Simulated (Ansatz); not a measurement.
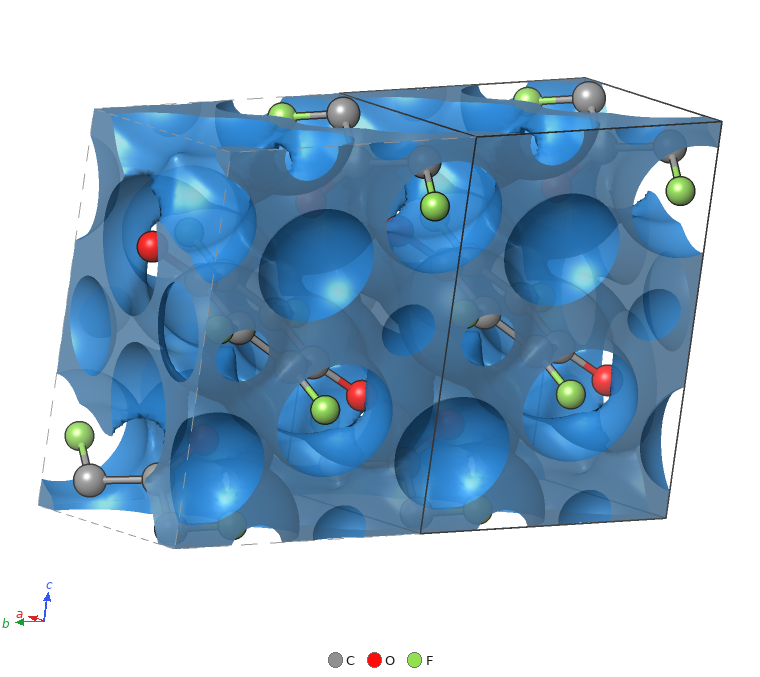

The blue surface encloses the points that the centre of a probe sphere of radius 0.75 Å can occupy in C₃OF₂ (P2_1/c, No. 14), computed on a grid of about 0.14 Å (1×2×1 cells shown, view from a free direction; pale faces close the region where the box cuts it).

Atoms are hard spheres with covalent radii (Cordero): C 0.76 Å, O 0.66 Å, F 0.57 Å.

Source of the atomic positions: the end point of a relaxation at fixed volume with DFT PBE+D3(BJ), scalar-relativistic, plane waves, PAW (Ansatz).

```
C O F
1.0
     6.57950    0.00000    0.00000
     0.00000    5.24140    0.00000
    -2.69806    0.00000    8.17111
C O F
12 4 8
Cartesian
  4.4941 5.0587 0.7535
  0.7364 2.4380 3.3321
  -0.6126 0.1827 7.4176
  3.1450 2.8034 4.8390
  1.7111 0.8845 8.1066
  0.8213 3.5052 4.1500
  2.1703 4.3569 0.0645
  3.0602 1.7362 4.0211
  3.3847 4.0885 0.8653
  1.8458 1.4678 3.2202
  0.4967 1.1529 7.3058
  2.0357 3.7736 4.9509
  3.4758 3.0903 1.5698
  1.7546 0.4696 2.5157
  0.4056 2.1511 6.6013
  2.1268 4.7718 5.6554
  5.5731 4.8021 1.4749
  -0.3426 2.1814 2.6106
  -1.6917 0.4393 6.6962
  4.2241 3.0600 5.5605
  2.7046 1.7486 7.9550
  -0.1721 4.3693 4.3017
  1.1769 3.4928 0.2162
  4.0536 0.8721 3.8694
```

> Describe the connectivity of the accessible space.

Where they connect, they form a three-dimensional network.

> What share of the cell can the probe's centre reach?

About 35 % of the volume (98 Å³ of 281.8 Å³).

> Give the largest included and the largest free sphere.

The largest sphere that fits anywhere has a diameter of 3.20 Å; the largest that can travel through the crystal, about 2.4 Å.

> How does the connectivity change as the probe shrinks?

Below a radius of about 1.17 Å the space forms a two-dimensional network in layers parallel to (10-2). Below a radius of about 1.14 Å the space forms a three-dimensional network. These are grid estimates, good to about 0.05 Å.
